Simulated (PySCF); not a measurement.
Consider C₅H₉N (SMILES CCCCC#N).

The calculation's input:

```
{"job": {"xc": "wB97X-D", "basis": "pcSseg-1", "solvent": "chloroform", "kind": "nmr", "pop": true}, "charge": 0, "multiplicity": 1}
C      1.949898    -0.808508    -0.076214
C      0.588327    -0.455140     0.508412
C     -0.105764     0.634456    -0.305726
C     -1.481413     0.992420     0.272073
C     -2.384509    -0.127525     0.198249
N     -3.094366    -1.021000     0.129389
H      1.844192    -1.178387    -1.093630
H      2.431870    -1.579214     0.519885
H      2.597065     0.066103    -0.094838
H      0.714015    -0.113346     1.539116
H     -0.043323    -1.346269     0.528406
H     -0.224400     0.296619    -1.337956
H      0.513327     1.534634    -0.316130
H     -1.923854     1.823614    -0.284737
H     -1.385478     1.289531     1.320774
```

Launched as:

```sh
OMP_NUM_THREADS=1 python ens_run.py task.json out
```

Geometry: GFN2-xTB.

Computed with PySCF, wB97X-D/pcSseg-1, SCF density, in a chloroform solvent model, non-relativistic.

Question: What will maps of the electron density and electron localisation function show?

Answer: C–H (1.09 Å): the density is about 2 e/Å³ at the midpoint; the ELF climbs to about 1 towards the hydrogen, as it does in any bond to H (a covalent bond by its length).
C–C (1.52 Å): ρ at the midpoint is about 1.6 e/Å³; the ELF peaks at about 0.95 between the atoms, as expected for a covalent bond.

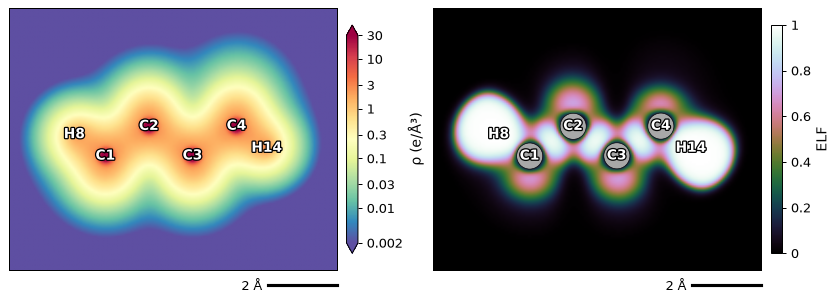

Computed electron density and electron localisation function on the plane of atoms C3, C4 and H14, in this order. Grey discs cover the atomic cores in the ELF map. 
